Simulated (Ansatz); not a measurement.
## CsY3, from a guessed structure to a relaxed one

This structure for CsY3 is made up. Its elements were placed in a known structure type with a cell scaled to their sizes. What cell does the guess relax to, and how far off was it?

Program: Ansatz 0.2.0. Level of theory: DFT, PBEsol, plane-wave PAW, files of the set soft_1, scalar-relativistic, no spin, cell and ions relaxed at zero pressure; PAW set soft_1, in the first sound run; inputs show where later runs differ. Results are calculated unless marked as measured.

### Step 1. The structure

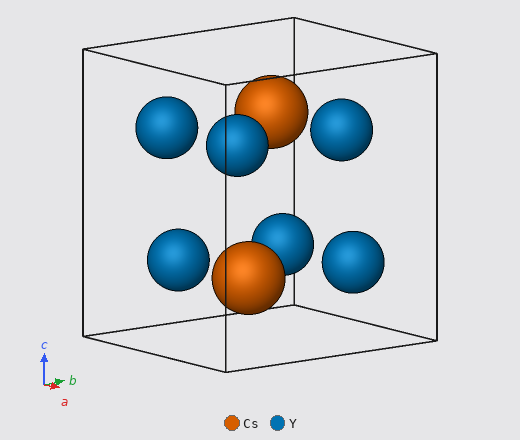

The cell as given, slightly off an axis (caesium orange, yttrium blue).

Coordinates:

```xyz
8
Lattice="8.1320 0.0000 0.0000 -4.0660 7.0425 0.0000 0.0000 0.0000 6.6000" Properties=species:S:1:pos:R:3 pbc="T T T"
Cs    0.0000    4.6950    4.9500
Cs    4.0660    2.3475    1.6500
Y     0.0000    2.3769    1.6500
Y    -2.0076    5.8541    1.6500
Y     2.0076    5.8541    1.6500
Y     4.0660    4.6657    4.9500
Y     6.0736    1.1884    4.9500
Y     2.0584    1.1884    4.9500
```

### Step 2. Relaxing cell and atoms

The guess takes its coordinates from another compound and its volume from a rule, so the cell and any free coordinates are relaxed together.

input.yaml reads:

```yaml
crystal:
  lattice:
    - [8.132, 0.0, 0.0]
    - [-4.066, 7.042518584, 0.0]
    - [0.0, 0.0, 6.6]
  atoms:
    - { symbol: Cs, position: [0.333333333, 0.666666667, 0.75] }
    - { symbol: Cs, position: [0.666666667, 0.333333333, 0.25] }
    - { symbol: "Y", position: [0.168750005, 0.33750001, 0.25] }
    - { symbol: "Y", position: [0.168750005, 0.831249995, 0.25] }
    - { symbol: "Y", position: [0.66249999, 0.831249995, 0.25] }
    - { symbol: "Y", position: [0.831249995, 0.66249999, 0.75] }
    - { symbol: "Y", position: [0.831249995, 0.168750005, 0.75] }
    - { symbol: "Y", position: [0.33750001, 0.168750005, 0.75] }
kpoints:
  mp_grid: { grid: [4, 4, 4] }
scf:
  occupations: { method: fermi_dirac, width: 0.05 }
hamiltonian:
  xc: pbesol
  pseudopotentials: { kind: paw, azcp: { folder: soft_1 }, xc_functional: pbe }
relax:
  f_tol: 0.015
  max_steps: 70
  cell: {}
output:
  forces: true
  stress: true
```

Command:

```sh
> ansatz run input.yaml --threads 4 --pin off --max-ram 10240MiB --backend cpu --events-out ev --progress --plain --runs-dir out
```

Numbers of over 12 decimals in the logs are rounded to 6 here.

What it wrote:

```text
Engine: ansatz 0.2.0, x86_64-unknown-linux-gnu
Pseudopotentials: kind: paw
Pseudopotential: Cs, paw, valence charge 9, recommended cutoff 420 eV (normal), soft_1/Cs.paw.azcp
Pseudopotential: Y, paw, valence charge 11, recommended cutoff 420 eV (normal), soft_1/Y.paw.azcp
Functional definition: PBEsol
  exchange = pbesol_x
  correlation = pbesol_c
Crystal: 8 atoms, lattice volume = 377.980 Å³
Basis set: ecut = 420 eV, 7385 PW (Γ), exchange–correlation on 120×120×90 points (8 copies of the dense FFT grid, shifted against one another)
Bands: 51, of which v1, the nominal top of the filled ones, is band 42 counted from 1 (41 counted from 0)
Symmetry: 24 space group operations
Space group: P63/mmc (ITA 194), of the structure as read, at distance tolerance 7.2e-5 Å
k-points: 12 of 64
Non-local potential: Cs, projectors of the file, l = 0: 3, l = 1: 2, l = 2: 2, l = 3: 2
Non-local potential: Y, projectors of the file, l = 0: 3, l = 1: 2, l = 2: 2, l = 3: 1
PAW form: soft (Blöchl's): semilocal exchange-correlation on the pseudo side does not see the compensation charge
PAW frozen core: Cs, regenerated for the run's functional, and the local potential with it (the file was generated under x = pbe(κ = 0.804, μ = 0.219515), c = pbe(β = 0.066725))
PAW frozen core: Y, regenerated for the run's functional, and the local potential with it (the file was generated under x = pbe(κ = 0.804, μ = 0.219515), c = pbe(β = 0.066725))
PAW one-centre angular grid: Cs, 194 points (default); XC on 64 Gauss nodes
PAW one-centre angular grid: Y, 590 points (default); XC on 64 Gauss nodes
Initial density: superposition of atomic densities (chi_scale 0.1, normalization cell, long waves kept (reshape's long-wave potential 0.00 eV rms))
Initial wavefunctions: pseudopotential atomic-orbital guess
Functional: x = pbesol(κ = 0.804, μ = 0.123457), c = pbesol(β = 0.046)
SCF iter   1: F=—  HF=-33936.591139 eV  |F-HF|=—  |Δ(HF+E_count)|=         —  Δρ=1.61e-2  dr2=2.86e0  ethr=3.10e-3  ⟨swp⟩=10.4  Hψ=2881  notcnv=0
preconditioner: auto → Kerker (q_TF=auto, 2.123 Å⁻¹)  [metal: Δε(μ)=0.008 eV  Ē_g=4.817 eV  σ=0.050 eV  W_gap=0.04  n_scr=70 (ndim 8)  ℏωp=10.8 eV  f_vac=0.000  D(μ)=17.09/eV (n_scr^D=150)]
SCF iter   2: F=—  HF=-33936.065589 eV  |F-HF|=—  |Δ(HF+E_count)|=   5.26e-1  Δρ=1.02e-2  dr2=1.19e0  ethr=3.10e-3  ⟨swp⟩=2.0  Hψ=761  notcnv=0
SCF iter   3: F=—  HF=-33935.789897 eV  |F-HF|=—  |Δ(HF+E_count)|=   2.76e-1  Δρ=2.30e-3  dr2=4.66e-2  ethr=1.42e-3  ⟨swp⟩=4.8  Hψ=1321  notcnv=0
SCF iter   4: F=—  HF=-33935.783899 eV  |F-HF|=—  |Δ(HF+E_count)|=   6.00e-3  Δρ=8.71e-4  dr2=7.30e-3  ethr=5.54e-5  ⟨swp⟩=2.3  Hψ=1140  notcnv=0
SCF iter   5: F=—  HF=-33935.782627 eV  |F-HF|=—  |Δ(HF+E_count)|=   1.27e-3  Δρ=2.50e-4  dr2=6.62e-4  ethr=8.69e-6  ⟨swp⟩=2.0  Hψ=720  notcnv=0
SCF iter   6: F=—  HF=-33935.782504 eV  |F-HF|=—  |Δ(HF+E_count)|=   1.23e-4  Δρ=4.16e-5  dr2=1.56e-5  ethr=7.88e-7  ⟨swp⟩=2.2  Hψ=762  notcnv=0
SCF iter   7: F=—  HF=-33935.782704 eV  |F-HF|=—  |Δ(HF+E_count)|=   2.00e-4  Δρ=9.37e-6  dr2=1.01e-6  ethr=1.86e-8  ⟨swp⟩=2.5  Hψ=853  notcnv=0
SCF iter   8: F=—  HF=-33935.782704 eV  |F-HF|=—  |Δ(HF+E_count)|=   1.29e-7  Δρ=3.95e-6  dr2=1.95e-7  ethr=1.19e-10  ⟨swp⟩=5.8  Hψ=2103  notcnv=0
SCF iter   9: F=-33935.782704 eV  HF=-33935.782704 eV  |F-HF|=1.57e-9  |Δ(HF+E_count)|=   4.49e-8  Δρ=5.86e-7  dr2=3.20e-9  ethr=1.19e-10  ⟨swp⟩=4.9  Hψ=1912  notcnv=0
SCF 1 converged in 9 iterations: F = -33935.782704 eV  dr2 = 3.20e-9
  greatest PAW one-centre occupation: 0.993 electrons in one spin orbital (limit 2), on the Y atom at site 7 (counted from 0), in its partial waves of l = 0
relax step   1: F+E_penalty+E_count = -33935.78270380 eV  Δ(F+E_penalty+E_count) = +0.000e0 eV  max|allowed force component| = 4.355e-1 eV/Å  Δτ_max = 0.0000 Å  P = -4.465 GPa  Ω = 377.980 Å³  (9 SCF iters, dr2 threshold 1.00e-7 eV, accepted)
Crystal: 8 atoms, lattice volume = 325.115 Å³
Basis set: ecut = 420 eV, 6363 PW (Γ), exchange–correlation on 120×120×90 points (8 copies of the dense FFT grid, shifted against one another)
Initial density: handed on by an earlier stage of this run
Initial wavefunctions: those handed on with the density
iter 1 solved again at ethr=6.62e-4 eV; its pass at ethr=3.10e-3 eV (dr2=5.56e-1 eV) is discarded
SCF iter   1: F=—  HF=-33937.349338 eV  |F-HF|=—  |Δ(HF+E_count)|=         —  Δρ=5.53e-3  dr2=5.56e-1  ethr=6.62e-4  ⟨swp⟩=1.0  Hψ=3375  notcnv=0
preconditioner: auto → Kerker (q_TF=auto, 2.177 Å⁻¹)  [metal: Δε(μ)=0.011 eV  Ē_g=4.629 eV  σ=0.050 eV  W_gap=0.05  n_scr=58 (ndim 8)  ℏωp=11.6 eV  f_vac=0.000  D(μ)=16.71/eV (n_scr^D=150)]
SCF iter   2: F=—  HF=-33937.282511 eV  |F-HF|=—  |Δ(HF+E_count)|=   6.68e-2  Δρ=3.04e-3  dr2=2.06e-1  ethr=6.62e-4  ⟨swp⟩=1.1  Hψ=613  notcnv=0
SCF iter   3: F=—  HF=-33937.245649 eV  |F-HF|=—  |Δ(HF+E_count)|=   3.69e-2  Δρ=6.45e-4  dr2=2.47e-3  ethr=2.45e-4  ⟨swp⟩=3.0  Hψ=854  notcnv=0
SCF iter   4: F=—  HF=-33937.245409 eV  |F-HF|=—  |Δ(HF+E_count)|=   2.40e-4  Δρ=2.13e-4  dr2=4.54e-4  ethr=2.94e-6  ⟨swp⟩=2.2  Hψ=856  notcnv=0
SCF iter   5: F=—  HF=-33937.245501 eV  |F-HF|=—  |Δ(HF+E_count)|=   9.18e-5  Δρ=4.64e-5  dr2=1.32e-5  ethr=5.40e-7  ⟨swp⟩=2.0  Hψ=750  notcnv=0
SCF iter   6: F=-33937.245499 eV  HF=-33937.245499 eV  |F-HF|=2.16e-7  |Δ(HF+E_count)|=   1.57e-6  Δρ=9.99e-6  dr2=6.13e-7  ethr=9.52e-10  ⟨swp⟩=3.9  Hψ=2600  notcnv=0
SCF 2 converged in 6 iterations: F = -33937.245499 eV  dr2 = 6.13e-7
relax step   2: F+E_penalty+E_count = -33937.24549893 eV  Δ(F+E_penalty+E_count) = -1.463e0 eV  max|allowed force component| = 3.350e-1 eV/Å  Δτ_max = 0.0907 Å  P = -2.787 GPa  Ω = 325.115 Å³  energy of the carried Pulay correction = +6.480e-4 eV  (6 SCF iters, dr2 threshold 8.00e-7 eV, accepted)
Crystal: 8 atoms, lattice volume = 289.054 Å³
Basis set: ecut = 420 eV, 5647 PW (Γ), exchange–correlation on 120×120×90 points (8 copies of the dense FFT grid, shifted against one another)
iter 1 solved again at ethr=1.80e-3 eV; its pass at ethr=3.10e-3 eV (dr2=1.51e0 eV) is discarded
SCF iter   1: F=—  HF=-33937.976736 eV  |F-HF|=—  |Δ(HF+E_count)|=         —  Δρ=8.99e-3  dr2=1.54e0  ethr=1.80e-3  ⟨swp⟩=1.0  Hψ=3391  notcnv=0
preconditioner: auto → Kerker (q_TF=auto, 2.220 Å⁻¹)  [metal: Δε(μ)=0.008 eV  Ē_g=4.727 eV  σ=0.050 eV  W_gap=0.04  n_scr=58 (ndim 8)  ℏωp=12.4 eV  f_vac=0.001  D(μ)=11.66/eV (n_scr^D=94)]
SCF iter   2: F=—  HF=-33937.798967 eV  |F-HF|=—  |Δ(HF+E_count)|=   1.78e-1  Δρ=4.99e-3  dr2=5.46e-1  ethr=1.80e-3  ⟨swp⟩=1.2  Hψ=614  notcnv=0
SCF iter   3: F=—  HF=-33937.704950 eV  |F-HF|=—  |Δ(HF+E_count)|=   9.40e-2  Δρ=9.30e-4  dr2=3.52e-3  ethr=6.50e-4  ⟨swp⟩=2.9  Hψ=861  notcnv=0
SCF iter   4: F=—  HF=-33937.704448 eV  |F-HF|=—  |Δ(HF+E_count)|=   5.02e-4  Δρ=2.70e-4  dr2=6.34e-4  ethr=4.19e-6  ⟨swp⟩=2.0  Hψ=944  notcnv=0
SCF iter   5: F=—  HF=-33937.704503 eV  |F-HF|=—  |Δ(HF+E_count)|=   5.55e-5  Δρ=5.51e-5  dr2=1.95e-5  ethr=7.55e-7  ⟨swp⟩=2.0  Hψ=757  notcnv=0
SCF iter   6: F=-33937.704500 eV  HF=-33937.704500 eV  |F-HF|=2.35e-7  |Δ(HF+E_count)|=   2.95e-6  Δρ=1.25e-5  dr2=7.26e-7  ethr=9.52e-10  ⟨swp⟩=3.6  Hψ=2526  notcnv=0
SCF 3 converged in 6 iterations: F = -33937.704500 eV  dr2 = 7.26e-7
  greatest PAW one-centre occupation: 0.993 electrons in one spin orbital (limit 2), on the Y atom at site 6 (counted from 0), in its partial waves of l = 0
relax step   3: F+E_penalty+E_count = -33937.70449988 eV  Δ(F+E_penalty+E_count) = -4.590e-1 eV  max|allowed force component| = 1.453e-1 eV/Å  Δτ_max = 0.1200 Å  P = +0.107 GPa  Ω = 289.054 Å³  energy of the carried Pulay correction = +1.149e-3 eV  (6 SCF iters, dr2 threshold 8.00e-7 eV, accepted)
[...]
relax step   4: F+E_penalty+E_count = -33937.73458192 eV  Δ(F+E_penalty+E_count) = -3.008e-2 eV  max|allowed force component| = 6.246e-2 eV/Å  Δτ_max = 0.0442 Å  P = +0.080 GPa  Ω = 285.930 Å³  energy of the carried Pulay correction = +1.195e-3 eV  (6 SCF iters, dr2 threshold 8.00e-7 eV, accepted)
[...]
relax step   5: F+E_penalty+E_count = -33937.73874181 eV  Δ(F+E_penalty+E_count) = -4.160e-3 eV  max|allowed force component| = 1.669e-2 eV/Å  Δτ_max = 0.0162 Å  P = +0.057 GPa  Ω = 287.456 Å³  energy of the carried Pulay correction = +1.173e-3 eV  (5 SCF iters, dr2 threshold 2.44e-7 eV, accepted)
[...]
relax step   6: F+E_penalty+E_count = -33937.74020386 eV  Δ(F+E_penalty+E_count) = -1.462e-3 eV  max|allowed force component| = 1.802e-3 eV/Å  Δτ_max = 0.0113 Å  P = +0.046 GPa  Ω = 288.593 Å³  energy of the carried Pulay correction = +1.156e-3 eV  (6 SCF iters, dr2 threshold 2.62e-8 eV, accepted)
[...]
relax step   7: F+E_penalty+E_count = -33937.74078533 eV  Δ(F+E_penalty+E_count) = -5.815e-4 eV  max|allowed force component| = 1.249e-3 eV/Å  Δτ_max = 0.0046 Å  P = +0.015 GPa  Ω = 289.414 Å³  energy of the carried Pulay correction = +1.144e-3 eV  (6 SCF iters, dr2 threshold 2.02e-8 eV, accepted)
Basis set: ecut = 420 eV, 5611 PW (Γ), exchange–correlation on 108×108×80 points (8 copies of the dense FFT grid, shifted against one another)
Initial wavefunctions: pseudopotential atomic-orbital guess (no wavefunctions were taken with the density)
iter 1 solved again at ethr=4.94e-6 eV; its pass at ethr=3.10e-3 eV (dr2=4.15e-3 eV) is discarded
SCF iter   1: F=—  HF=-33937.739743 eV  |F-HF|=—  |Δ(HF+E_count)|=         —  Δρ=6.93e-5  dr2=1.51e-6  ethr=4.94e-6  ⟨swp⟩=3.2  Hψ=4151  notcnv=0
eigensolver tolerance schedule: the retry pair's looser diagonalisation over-reported the residual by 2747.88 of it (diagonalisation noise at an unbounded share of the residual, at the tolerance the schedule requests for it); recorded, not acted on — ethr = c·dr2/N_el stays at c = 1.0e-1
preconditioner: auto → Kerker (q_TF=auto, 2.220 Å⁻¹)  [metal: Δε(μ)=0.009 eV  Ē_g=4.863 eV  σ=0.050 eV  W_gap=0.04  n_scr=58 (ndim 8)  ℏωp=12.3 eV  f_vac=0.000  D(μ)=11.26/eV (n_scr^D=82)]
SCF iter   2: F=—  HF=-33937.739582 eV  |F-HF|=—  |Δ(HF+E_count)|=   1.61e-4  Δρ=3.66e-5  dr2=4.19e-7  ethr=1.80e-9  ⟨swp⟩=3.2  Hψ=1159  notcnv=0
SCF iter   3: F=—  HF=-33937.739582 eV  |F-HF|=—  |Δ(HF+E_count)|=   5.77e-7  Δρ=9.52e-7  dr2=1.44e-9  ethr=4.99e-10  ⟨swp⟩=2.7  Hψ=1075  notcnv=0
SCF iter   4: F=—  HF=-33937.739582 eV  |F-HF|=—  |Δ(HF+E_count)|=  1.82e-10  Δρ=3.44e-7  dr2=2.75e-10  ethr=1.00e-12  ⟨swp⟩=6.0  Hψ=2178  notcnv=0
SCF iter   5: F=-33937.739582 eV  HF=-33937.739582 eV  |F-HF|=7.28e-12  |Δ(HF+E_count)|=  7.28e-12  Δρ=5.09e-8  dr2=2.09e-11  ethr=1.00e-12  ⟨swp⟩=4.8  Hψ=1924  notcnv=0
SCF 8 converged in 5 iterations: F = -33937.739582 eV  dr2 = 2.09e-11
relax step   8: F+E_penalty+E_count = -33937.73958225 eV  Δ(F+E_penalty+E_count) = +1.203e-3 eV  max|allowed force component| = 1.152e-3 eV/Å  Δτ_max = 0.0000 Å  P = +0.015 GPa  Ω = 289.414 Å³  stress off target by 2.59e-2 GPa  SCF on the basis re-selected at this cell (its energy is not comparable with the rows above)  (5 SCF iters)
basis re-selected at this cell: Δ(F+E_penalty+E_count) = +1.203e-3 eV, ΔP = -0.000 GPa vs the last step (what re-selecting the basis moved, of the pressure what is left beyond the Pulay correction that the steps carried, after the strain that the cell walked since its last selection, with what the two solves' SCF thresholds leave and, on support functions, any second-order correction that the steps lacked; it is no measure of the basis error at this ecutwfc). The dense FFT grid was sized anew with the basis: this SCF ran on 54×54×40 points, the steps before it on 60×60×45, so part of this shift can come from that change (see relax.cell in the input reference). [rest of the remark cut]
SCF converged after 5 iterations
Free energy (F): -33937.739582 eV
Harris-Foulkes:  -33937.739582 eV  (|F-HF|=7.28e-12)
Internal energy: -33937.643191 eV  (E = F + TS)
E sigma→0 (E₀):  -33937.691387 eV
Entropy (-TS):   -0.096391 eV (-12.049 meV/atom)
Fermi energy:    8.751270 eV
--- Per-component energies (eV) ---
  E_band       = -826.573854
  E_kinetic    = 2180.307146
  E_local      = -4287.499603  (includes V_loc(G=0)·N_el)
  E_nonlocal   = 221.799515
  E_hartree    = 1406.071849
  E_xc         = -1415.478281
  E_vxc        = -1499.352488  (∫ρ·V_xc dr)
  E_paw        = -26537.422839  (= ΣΔE_a)
  E_vpaw       = -253.972230  (= ΣTr[D̂ρ^β])
  E_aug_tail   = 0.000132  (compensation charges beyond the density's cutoff)
  E_ewald      = -5506.602078
  E_core_change = 1.180968  (= ΣΔE_core)
  E_smearing   = -0.096391  (= −TS)
  E_closure    = 0.000000  (closes the sum)
  Σ components = -33937.739582   (vs F -33937.739582, Δ=0.00e0)
--- Forces (eV/Å), atoms counted from 1 ---
  atom   1  Cs     0.00000000    -0.00000000    -0.00000000
  atom   2  Cs     0.00000000     0.00000000     0.00000000
  atom   3  Y      0.00000000    -0.00115169     0.00000000
  atom   4  Y     -0.00099739     0.00057585     0.00000000
  atom   5  Y      0.00099739     0.00057585    -0.00000000
  atom   6  Y      0.00000000     0.00115169    -0.00000000
  atom   7  Y      0.00099739    -0.00057585    -0.00000000
  atom   8  Y     -0.00099739    -0.00057585     0.00000000
  max |Σ_I F_I| component: 5.42e-18 eV/Å
--- Stress (GPa, compression-positive) ---
        0.025904      -0.000000      -0.000000
        0.000000       0.025904       0.000000
       -0.000000       0.000000      -0.007873
  P = ⅓ Tr σ = 0.0146 GPa (0.146 kbar)
--- Relaxed structure (7 steps of the walk, 7 accepted, 1 SCFs on fresh bases) ---
  F+E_penalty+E_count = -33937.73958225 eV   max|allowed force component| = 1.152e-3 eV/Å   (the final SCF, on the basis selected at the relaxed cell)
  cell:  # Å, volume = 289.4139 Å³
    - [7.578250, 0, 0]
    - [-3.789125, 6.562957, 0]
    - [0, 0, 5.819033]
  atoms:
    - { symbol: Cs, position: [0.333333, 0.666667, 0.750000] }
    - { symbol: Cs, position: [0.666667, 0.333333, 0.250000] }
    - { symbol: Y, position: [0.154648, 0.309295, 0.250000] }
    - { symbol: Y, position: [0.154648, 0.845352, 0.250000] }
    - { symbol: Y, position: [0.690705, 0.845352, 0.250000] }
    - { symbol: Y, position: [0.845352, 0.690705, 0.750000] }
    - { symbol: Y, position: [0.845352, 0.154648, 0.750000] }
    - { symbol: Y, position: [0.309295, 0.154648, 0.750000] }
```

It took 9.4 s on 4 threads of AMD EPYC 9B45 (Zen 5), shared host; peak memory 1 GiB.

Relaxation path:

| step | energy less that of the first step (eV) | largest force component (eV/Å) | pressure (GPa) | volume (Å³) |
| --- | --- | --- | --- | --- |
| 1 | 0.0000 | 0.4355 | -4.47 | 377.98 |
| 2 | -1.4628 | 0.3350 | -2.79 | 325.11 |
| 3 | -1.9218 | 0.1453 | 0.11 | 289.05 |
| 4 | -1.9519 | 0.0625 | 0.08 | 285.93 |
| 5 | -1.9560 | 0.0167 | 0.06 | 287.46 |
| 6 | -1.9575 | 0.0018 | 0.05 | 288.59 |
| 7 | -1.9581 | 0.0012 | 0.02 | 289.41 |
| 8* | -1.9569 | 0.0012 | 0.01 | 289.41 |

Relaxation steps marked * repeat the geometry before them on a plane-wave basis chosen anew for their cell, so energy and pressure can jump there.

Forces are held to the 24 operations that the run works with; a distortion that breaks them can't arise in this run.

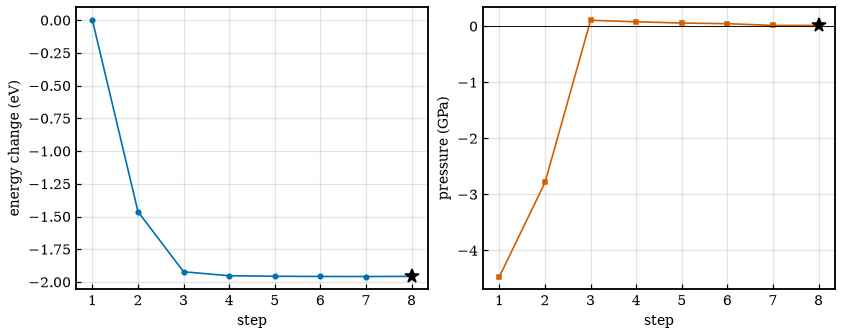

Energy and pressure along the relaxation. Stars mark steps on a basis chosen anew.

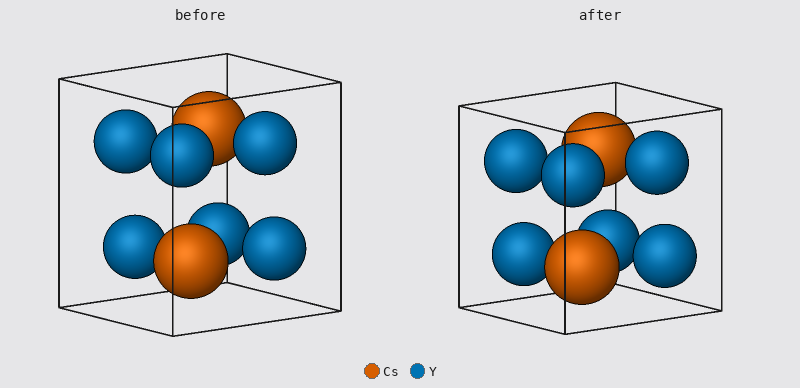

The structure before and after the relaxation, drawn at the same scale.

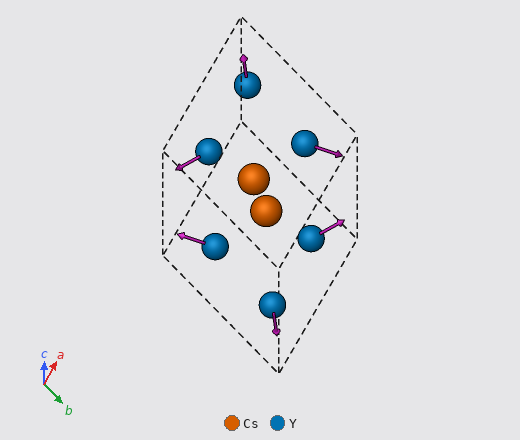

Displacements in the relaxation, exaggerated, measured against the changing cell; the longest in the cell stands for 0.19 Å.

| conventional cell, symmetrised | before | after | change |
| --- | --- | --- | --- |
| a (Å) | 8.132 | 7.578 | -6.8 % |
| b (Å) | 8.132 | 7.578 | -6.8 % |
| c (Å) | 6.600 | 5.819 | -11.8 % |
| volume (Å³/atom) | 47.25 | 36.18 | -23.4 % |

The atoms that moved most (Å, as changes of fractional coordinates times the final cell):

| atom | dx | dy | dz | length |
| --- | --- | --- | --- | --- |
| Y3 | 0.000 | -0.185 | 0.000 | 0.185 |
| Y8 | -0.160 | -0.093 | 0.000 | 0.185 |
| Y7 | 0.160 | -0.093 | 0.000 | 0.185 |
| Y6 | 0.000 | 0.185 | 0.000 | 0.185 |
| Y4 | -0.160 | 0.093 | 0.000 | 0.185 |
| Y5 | 0.160 | 0.093 | 0.000 | 0.185 |

The relaxed structure:

```
Cs Y
1.0
     7.57825    0.00000    0.00000
    -3.78912    6.56296    0.00000
     0.00000    0.00000    5.81903
Cs Y
2 6
Direct
  0.33333 0.66667 0.75000
  0.66667 0.33333 0.25000
  0.15465 0.30930 0.25000
  0.15465 0.84535 0.25000
  0.69070 0.84535 0.25000
  0.84535 0.69070 0.75000
  0.84535 0.15465 0.75000
  0.30930 0.15465 0.75000
```

This step gave:

```yaml
free_energy: -33937.7396 eV
energy_at_zero_smearing: -33937.6914 eV
smearing_term_ts: 0.09639 eV
fermi_energy: 8.751 eV
electrons: 84
symmetry_operations: 24
pressure: 0.01464 GPa
```

Shortest distances by pair of elements, guess and relaxed (not always the same contact):

| pair | guess (Å) | relaxed (Å) |
| --- | --- | --- |
| Y–Y | 4.015 | 3.516 |
| Cs–Y | 4.033 | 3.737 |
| Cs–Cs | 5.739 | 5.254 |

The relaxation ends with a largest force component of 0.0012 eV/Å and a pressure of 0.01 GPa.

(Continued in part 2 of 2.)

[Logs are printed without paths, hosts, clocks, repeated set-up lines and the standing remarks that a program may print on its own settings, such as how far it seeks lower states.]

[Hosts, paths, dates, database ids (printed as entryN), source tags and the programs' standing remarks are cut or masked in the printed files.]
